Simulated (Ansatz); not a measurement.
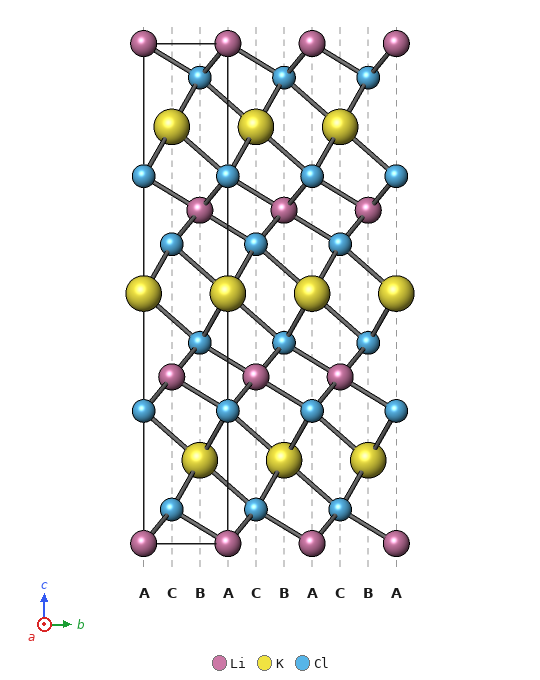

The picture looks along a close-packed row of the hexagonal mesh; c points upwards. The dashed lines mark the three columns A (0, 0), B (1/3, 2/3) and C (2/3, 1/3). The sequence starts with the first layer at or above the cell's origin.

KLiCl₂: the input geometry of an electronic-structure calculation (not necessarily at equilibrium); the starting structure was generated, so it need not be a known form of this composition.

**List the layers of one repeat.**

Li(A) – Cl(C) – K(B) – Cl(A) – Li(C) – Cl(B) – K(A) – Cl(C) – Li(B) – Cl(A) – K(C) – Cl(B) (twelve layers in 20.45 Å).

**How are the Cl layers alone stacked?**

Cl layers alone: CABCAB, the cubic close-packed type.

**Which positions between or in the Cl layers do the other atoms fill?**

K: three octahedral sites; Li: three octahedral sites, counted in one hexagonal cell.

Heights of the layers:

| layer | atoms (column) | height (Å) | to next (Å) |
| --- | --- | --- | --- |
| 1 | Li(A) | 0.00 | 1.39 |
| 2 | Cl(C) | 1.39 | 2.02 |
| 3 | K(B) | 3.41 | 2.02 |
| 4 | Cl(A) | 5.43 | 1.39 |
| 5 | Li(C) | 6.82 | 1.39 |
| 6 | Cl(B) | 8.21 | 2.02 |
| 7 | K(A) | 10.23 | 2.02 |
| 8 | Cl(C) | 12.24 | 1.39 |
| 9 | Li(B) | 13.64 | 1.39 |
| 10 | Cl(A) | 15.03 | 2.02 |
| 11 | K(C) | 17.04 | 2.02 |
| 12 | Cl(B) | 19.06 | 1.39 |
